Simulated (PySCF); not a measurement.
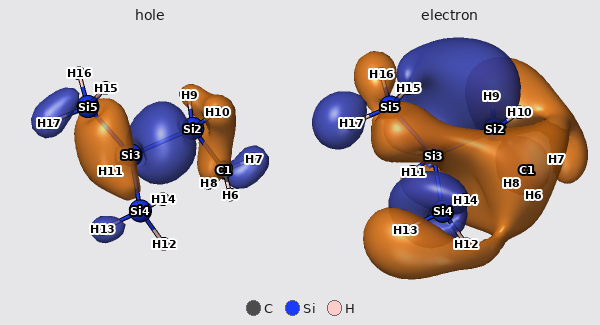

*CH$_{12}$Si$_{4}$, SMILES `C[SiH2][SiH]([SiH3])[SiH3]`. Leading natural transition orbital pair of S₁ (TDA singlet states); the surfaces enclose about 78 % of each orbital's density.*

Level of theory: CAM-B3LYP/6-31+G* (PySCF), at a geometry from GFN2-xTB. No frequency check shows the geometry to be a minimum.

Give its energy and the atoms that hole and electron lie on.

6.75 eV (184 nm), f = 0.012; the leading pair carries 80 %; hole on Si3 (33 %), Si2 (23 %) and Si5 (14 %), electron on Si2 and Si3 (20 % each), Si4 (16 %) and Si5 (12 %) (shares are of the whole state, not of the leading pair alone); their centroids lie 0.3 Å apart; S₂ lies within 0.1 eV of it. In canonical orbitals it is mainly HOMO → LUMO (62 %). The HOMO–LUMO gap is 9.58 eV.
